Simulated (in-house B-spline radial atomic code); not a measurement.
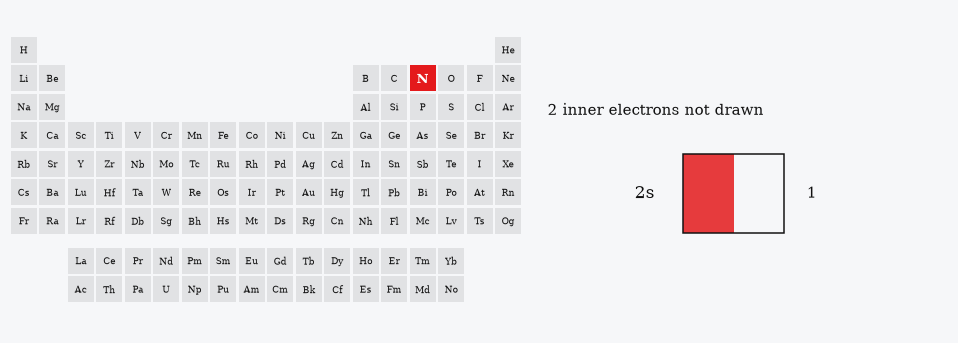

*Left, the place of nitrogen in the periodic table; right, the outer shells as the input fills them: a box for each of the 2l + 1 orbitals, shaded by the share of the shell that is filled, with the electron count at the right.*

## Run report: N⁴⁺, RPA and GW calculation

N⁴⁺, configuration [He] 2s1. Computed at this level: RPA, second-order and SOSEX correlation energies and G0W0 (contour deformation) on a scalar-relativistic (spin-free one-electron X2C) mean field, all electrons, B-spline basis (in-house B-spline radial atomic code).

**Input**
```
Z = 7
electrons = 3.0
configuration = [He] 2s1
hamiltonian = x2c
method = hf
lmax = 9
rms_radius = 2.5582
spin_polarised = True
box_radius = 11.96
intervals = 70
ion_configuration = 1s2
```

Hardware: 1 thread of Arm Neoverse N1, 90 GiB of memory available, shared host.

The run was one of a batch that the task file lists, launched with:
```bash
python <driver script> task.json out
```

The program writes its results to a structured record and prints no log; tables and figures of this report are taken from that record.

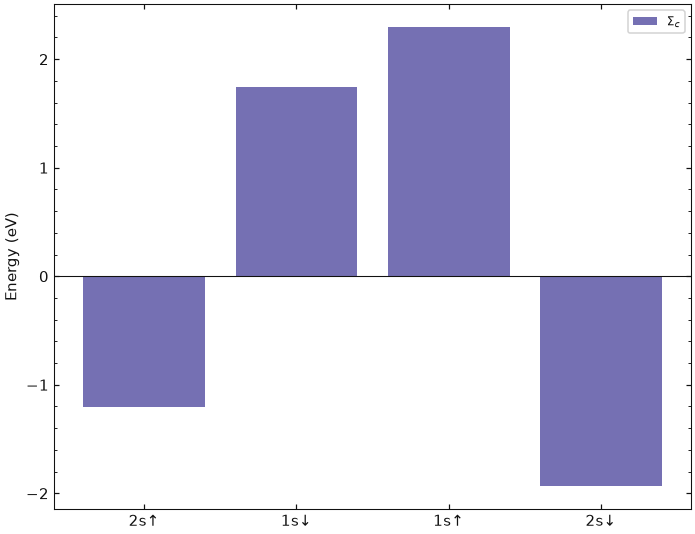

*The G₀W₀ correction to each level (on Hartree–Fock the correlation self-energy alone) for N⁴⁺ ([He] 2s). All-electron spherical atom, scalar X2C, Hartree-Fock start, no spin-orbit coupling, Breit or QED terms; computed with a B-spline radial code. The quasi-particle equation is solved at full frequency; levels of low quasi-particle weight Z are left out. Σ columns are in eV, and Σc holds an estimate for the angular momenta beyond the basis.*

G₀W₀ moves the highest occupied level, 2s↑, from −97.78 to −98.98 eV (renormalisation factor Z = 0.98); the measured removal energy is 97.89 eV, so the error is +1.09 eV. The empty level 2s↓ goes from −74.74 to −76.67 eV.

| Level | Mean field (eV) | Σc (eV) | Z | G₀W₀ (eV) |
| --- | --- | --- | --- | --- |
| 2s↑ | −97.78 | −1.20 | 0.98 | −98.98 |
| 1s↓ | −519.96 | 1.75 | 0.98 | −518.21 |
| 1s↑ | −522.95 | 2.29 | 0.97 | −520.65 |
| 2s↓ | −74.74 | −1.93 | 0.97 | −76.67 |

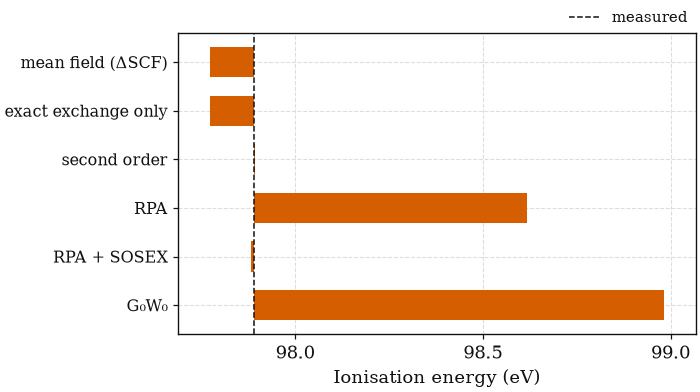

*Ionisation energy of N⁴⁺ ([He] 2s → 1s²). Differences of total energies, each species on its own start, beside the G₀W₀ level.*

```csv
Method,Ionisation energy (eV)
mean field (ΔSCF),97.77
exact exchange only,97.77
second order,97.89
RPA,98.62
RPA + SOSEX,97.88
G₀W₀,98.98
```

The values run from 97.77 eV (mean field (ΔSCF) and exact exchange only) to 98.98 eV (G₀W₀). The measured value is 97.89 eV; nearest to it come second order (+0.00) and RPA + SOSEX (−0.01), furthest G₀W₀ (+1.09 eV).

**Results in brief**

```
                                                                   quantity              value
                                                                    outcome          converged
                                                    mean-field total energy  −48.35530 hartree
                                     total energy with exact exchange alone  −48.35530 hartree
                                                      exact exchange energy   −4.68249 hartree
RPA correlation, extrapolated in the angular momentum of the empty orbitals   −0.11597 hartree
                                                 RPA correlation, as summed   −0.11582 hartree
                                                   direct second-order term   −0.12294 hartree
                                                 second-order exchange term    0.07461 hartree
                                                                 SOSEX term    0.06952 hartree
                                                                  wall time              2.3 s
```
